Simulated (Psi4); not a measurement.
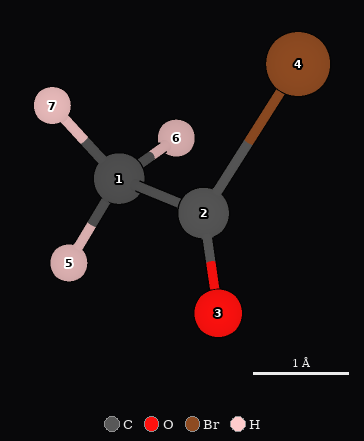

The structure (ball-and-stick view, seen at a tilt; atoms are numbered from 1 in the order of the input). Bond lengths as drawn: Br–C 1.98 Å, C–C 1.49 Å, C–H 1.09 Å and C–O 1.18 Å.

# Run report: C₂H₃BrO, single-point calculation

The run: single-point calculation of C₂H₃BrO (acetyl bromide), SMILES CC(=O)Br. Method and program: HF/6-31G*, RHF (Psi4 1.11).

The geometry comes from this level: PBE0-D4/def2-TZVP.

What the program printed:
```
Psi4 1.11 release

   => Loading Basis Set <=

    Name: 6-31G*
    Role: ORBITAL
    Keyword: BASIS

         ---------------------------------------------------------
                                   SCF
                              RHF Reference
                        1 Threads,   2098 MiB Core
         ---------------------------------------------------------

  ==> Geometry <==

    Molecular point group: c1
    Full point group: C1

    Geometry (in Bohr), charge = 0, multiplicity = 1:

       Center              X                  Y                   Z               Mass
    ------------   -----------------  -----------------  -----------------  -----------------
         C            0.599458920000     1.112954200000     0.422580560000    12.000000000000
         C           -0.654260980000    -1.382145690000     0.061170430000    12.000000000000
         O           -1.151788070000    -2.908779830000     1.596327250000    15.994914619570
         BR          -1.496625300000    -1.988634390000    -3.527740730000    78.918337600000
         H            1.033774680000     1.376230840000     2.417810090000     1.007825032230
         H           -0.648686290000     2.607198440000    -0.256020100000     1.007825032230
         H            2.318164830000     1.183157530000    -0.714127500000     1.007825032230

  Running in c1 symmetry.

  Rotational constants: A =      0.25763  B =      0.03978  C =      0.03468 [cm^-1]
  Rotational constants: A =   7723.54780  B =   1192.67345  C =   1039.75873 [MHz]
  Nuclear repulsion =  229.004579660517550

  Charge       = 0
  Multiplicity = 1
  Electrons    = 58
  Nalpha       = 29
  Nbeta        = 29

  ==> Algorithm <==

  SCF Algorithm Type is PK.
  DIIS enabled.
  MOM disabled.
  Fractional occupation disabled.
  Guess Type is SAD.
  Energy threshold   = 1.00e-09
  Density threshold  = 1.00e-08
  Integral threshold = 1.00e-12

  ==> Primary Basis <==

  Basis Set: 6-31G*
    Blend: 6-31G*
    Number of shells: 36
    Number of basis functions: 80
    Number of Cartesian functions: 86
    Spherical Harmonics?: true
    Max angular momentum: 2

  ==> Integral Setup <==

  Using in-core PK algorithm.
   Calculation information:
      Number of atoms:                   7
      Number of AO shells:              36
      Number of primitives:            100
      Number of atomic orbitals:        86
      Number of basis functions:        80

      Integral cutoff                 1.00e-12
      Number of threads:                 1

  Performing in-core PK
  Using 10500840 doubles for integral storage.
  We computed 198758 shell quartets total.
  Whereas there are 222111 unique shell quartets.

  ==> DiskJK: Disk-Based J/K Matrices <==

    J tasked:                  Yes
    K tasked:                  Yes
    wK tasked:                  No
    Memory [MiB]:             1573
    Schwarz Cutoff:          1E-12

  Minimum eigenvalue in the overlap matrix is 6.6173781896E-03.
  Reciprocal condition number of the overlap matrix is 1.3826657632E-03.
    Using symmetric orthogonalization.

  ==> Pre-Iterations <==

  SCF Guess: Superposition of Atomic Densities via on-the-fly atomic UHF (no occupation information).

   -------------------------
    Irrep   Nso     Nmo
   -------------------------
     A         80      80
   -------------------------
    Total      80      80
   -------------------------

  ==> Iterations <==

                        Total Energy        Delta E     RMS |[F,P]|

   @RHF iter SAD: -2722.03604419664180   -2.72204e+03   0.00000e+00
   @RHF iter   1: -2724.15566297148189   -2.11962e+00   1.51259e-02 ADIIS/DIIS
   @RHF iter   2: -2724.35187228970290   -1.96209e-01   8.56643e-03 ADIIS/DIIS
   @RHF iter   3: -2724.44283881110505   -9.09665e-02   1.09269e-03 ADIIS/DIIS
   @RHF iter   4: -2724.44643129782298   -3.59249e-03   3.76364e-04 ADIIS/DIIS
   @RHF iter   5: -2724.44713844358830   -7.07146e-04   8.83267e-05 DIIS
   @RHF iter   6: -2724.44721665283078   -7.82092e-05   4.42706e-05 DIIS
   @RHF iter   7: -2724.44723933071555   -2.26779e-05   1.73760e-05 DIIS
   @RHF iter   8: -2724.44724275360613   -3.42289e-06   4.45025e-06 DIIS
   @RHF iter   9: -2724.44724295094011   -1.97334e-07   7.34724e-07 DIIS
   @RHF iter  10: -2724.44724295484548   -3.90537e-09   2.36121e-07 DIIS
   @RHF iter  11: -2724.44724295529159   -4.46107e-10   6.96140e-08 DIIS
   @RHF iter  12: -2724.44724295533888   -4.72937e-11   2.03226e-08 DIIS
   @RHF iter  13: -2724.44724295534388   -5.00222e-12   6.16939e-09 DIIS
  Energy and wave function converged.

  ==> Post-Iterations <==

    Orbital Energies [Eh]
    ---------------------

    Doubly Occupied:

       1A   -490.017403     2A    -65.196745     3A    -58.555302
       4A    -58.553944     5A    -58.553808     6A    -20.612964
       7A    -11.415374     8A    -11.268214     9A     -9.856004
      10A     -7.468250    11A     -7.460420    12A     -7.459819
      13A     -3.188415    14A     -3.185189    15A     -3.184450
      16A     -3.176159    17A     -3.176146    18A     -1.461849
      19A     -1.078617    20A     -1.005935    21A     -0.773448
      22A     -0.675185    23A     -0.671331    24A     -0.646054
      25A     -0.582515    26A     -0.553872    27A     -0.433755
      28A     -0.423579    29A     -0.419801

    Virtual:

      30A      0.129413    31A      0.139239    32A      0.229293
      33A      0.280801    34A      0.293276    35A      0.375772
      36A      0.404906    37A      0.435331    38A      0.494140
      39A      0.501159    40A      0.516472    41A      0.702526
      42A      0.706429    43A      0.739075    44A      0.767586
      45A      0.824007    46A      0.858654    47A      0.906056
      48A      0.949964    49A      0.959727    50A      1.035589
      51A      1.065125    52A      1.103335    53A      1.113799
      54A      1.146379    55A      1.196792    56A      1.218045
      57A      1.285120    58A      1.350291    59A      1.524209
      60A      1.639000    61A      1.805200    62A      1.940954
      63A      1.948987    64A      2.081536    65A      2.094689
      66A      2.121293    67A      2.348610    68A      2.352767
      69A      2.486440    70A      2.610937    71A      2.690280
      72A      2.892792    73A      2.925648    74A      3.194154
      75A      3.344575    76A      5.310863    77A      5.320663
      78A      5.359536    79A      5.430910    80A      5.557125

    Final Occupation by Irrep:
              A
    DOCC [    29 ]
    NA   [    29 ]
    NB   [    29 ]

  @RHF Final Energy: -2724.44724295534388

   => Energetics <=

    Nuclear Repulsion Energy =            229.0045796605175497
    One-Electron Energy =               -4244.7945500442710909
    Two-Electron Energy =                1291.3427274284092618
    Total Energy =                      -2724.4472429553443362

Computation Completed

Properties will be evaluated at   0.000000,   0.000000,   0.000000 [a0]

Properties computed using the SCF density matrix

 Multipole Moments:

 ------------------------------------------------------------------------------------
     Multipole            Electronic (a.u.)      Nuclear  (a.u.)        Total (a.u.)
 ------------------------------------------------------------------------------------

 L = 1.  Multiply by 2.5417464519 to convert [e a0] to [Debye]
 Dipole X            :         59.7653377          -59.2217492            0.5435885
 Dipole Y            :         90.4096922          -89.3210044            1.0886878
 Dipole Z            :        106.4855367         -106.3501391            0.1353976
 Magnitude           :                                                    1.2243619

 ------------------------------------------------------------------------------------

	total time  =          1 seconds =       0.02 minutes

    Psi4 run time: 0:00:01.20
```

File result.json:
```
{
 "driver": "energy",
 "model": {
  "method": "scf",
  "basis": "6-31G*"
 },
 "success": true,
 "return_result": -2724.447242955344,
 "properties": {
  "calcinfo_nbasis": 80,
  "calcinfo_nmo": 80,
  "calcinfo_nalpha": 29,
  "calcinfo_nbeta": 29,
  "calcinfo_natom": 7,
  "nuclear_repulsion_energy": 229.00457966051755,
  "return_energy": -2724.447242955344,
  "scf_one_electron_energy": -4244.794550044271,
  "scf_two_electron_energy": 1291.3427274284093,
  "scf_dipole_moment": [0.5435884799663029, 1.0886877744554084, 0.13539761092043534],
  "scf_total_energy": -2724.447242955344,
  "scf_iterations": 13
 }
}
```

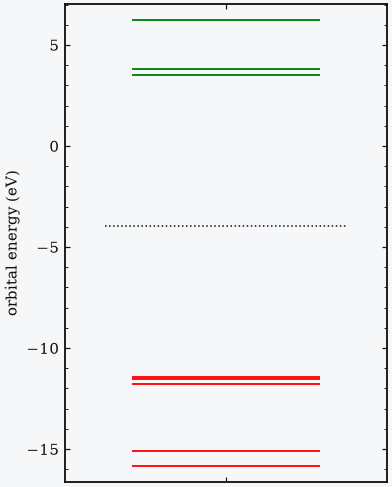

Orbital energies near the frontier; the dotted line parts filled from empty levels, and levels within 0.02 eV of each other stand side by side. Highest filled −11.42 eV, lowest empty 3.52 eV, 14.94 eV apart.

This output came from the following input.

The input (input.json):
```
{
 "schema_name": "qcschema_input",
 "schema_version": 1,
 "molecule": {
  "schema_name": "qcschema_molecule",
  "schema_version": 2,
  "symbols": ["C", "C", "O", "Br", "H", "H", "H"],
  "geometry": [0.59945892, 1.1129542, 0.42258056, -0.65426098, -1.38214569, 0.06117043, -1.15178807, -2.90877983, 1.59632725, -1.4966253, -1.98863439, -3.52774073, 1.03377468, 1.37623084, 2.41781009, -0.64868629, 2.60719844, -0.2560201, 2.31816483, 1.18315753, -0.7141275],
  "molecular_charge": 0,
  "molecular_multiplicity": 1,
  "fix_symmetry": "c1",
  "fix_com": true,
  "fix_orientation": true
 },
 "driver": "energy",
 "model": {
  "method": "scf",
  "basis": "6-31G*"
 },
 "keywords": {
  "puream": true,
  "e_convergence": 1e-09,
  "d_convergence": 1e-08,
  "scf_type": "pk"
 }
}
```

Command:
```bash
psi4 --qcschema input.json -n 1 --memory 2200MB
```

Key numbers:

- outcome: converged
- total energy: −2724.447243 hartree
- basis functions: 80
- HOMO: −11.42 eV
- LUMO: 3.52 eV
- dipole moment: 3.11 D
- hardware: 1 thread of AMD EPYC (Zen 5), 24 GiB of memory available, shared host
- wall time: 1.8 s
- peak memory: 0.28 GiB
